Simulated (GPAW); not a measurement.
# U-revPBE/real-space grid (scalar-relativistic datasets) run of AlNH3 (SMILES [NH2][AlH])

Wanted: energy and one-electron properties of AlNH3. 

The calculation is run with GPAW 26.7.0.

2 further runs of the same task are left out: 1 that didn't finish, 1 set aside as unsound or not needed. Runs told in other sessions of the task aren't counted.

## (1) The structure to begin with

AlNH3: 5 atoms, total charge 0, spin state doublet. As SMILES, `[NH2][AlH]`. The shape is that of a PBE0-D4/def2-TZVP optimisation. This is one conformer, not always the lowest.

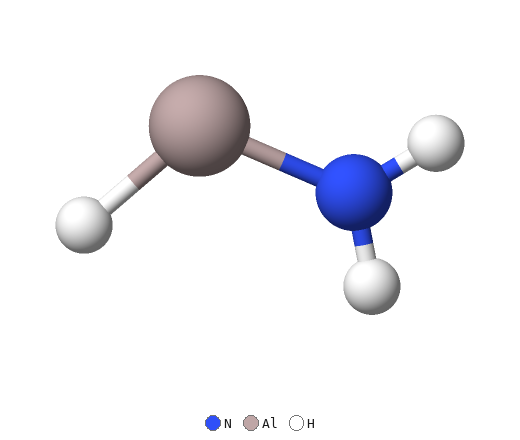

The structure, seen from a chosen angle (nitrogen blue, aluminium light grey, hydrogen white).

## (2) Energy and one-electron properties at U-revPBE/real-space grid (scalar-relativistic datasets)

gs.xyz reads:

```xyz
5

N     -0.116600    -0.660800     0.175100
Al     0.836600     0.833900     0.120800
H      0.148500    -1.505300     0.655500
H     -1.010300    -0.782800    -0.277400
H      0.191800     2.041400    -0.715400
```

calc.py reads:

```python
import numpy as np
from ase.io import read
from ase.units import Debye
from gpaw import GPAW

mol = read('gs.xyz')
mol.center(vacuum=4.5)
mol.set_initial_magnetic_moments([0.5, 0.5, 0.0, 0.0, 0.0])

calc = GPAW(mode='fd',
            occupations={'name': 'fermi-dirac', 'width': 0.01, 'fixmagmom': True},
            symmetry='off',
            maxiter=100,
            xc='revPBE',
            h=0.18,
            txt='gs.txt')
mol.calc = calc

energy = mol.get_potential_energy()
print(f'Energy                  {energy:.5f} eV')
forces = mol.get_forces()
print('Forces (eV/Ang)')
for symbol, f in zip(mol.symbols, forces):
    print(f'{symbol:2} {f[0]:9.4f} {f[1]:9.4f} {f[2]:9.4f}')
dipole = mol.get_dipole_moment() / Debye
print(f'Dipole = {np.linalg.norm(dipole):.3f} D')
print('Moments:', mol.get_magnetic_moments().round(3))
```

Run with:

```console
python calc.py
```

What values should one expect? Wanted: energy as printed; dipole moment; HOMO energy; LUMO energy; largest force on an atom.

**Answer.** As computed:

Level: U-revPBE/real-space grid (scalar-relativistic datasets).

| quantity | value |
| --- | --- |
| energy as printed (from the program's reference atoms) | -20.8485 eV |
| dipole moment | 1.13 D |
| HOMO energy (highest over α and β) | -4.54 eV |
| LUMO energy (lowest over α and β) | -2.77 eV |
| largest force on an atom | 0.544 eV/Å |

What this shows: The largest force is 0.54 eV/Å: the shape isn't a stationary point for this species at this level.
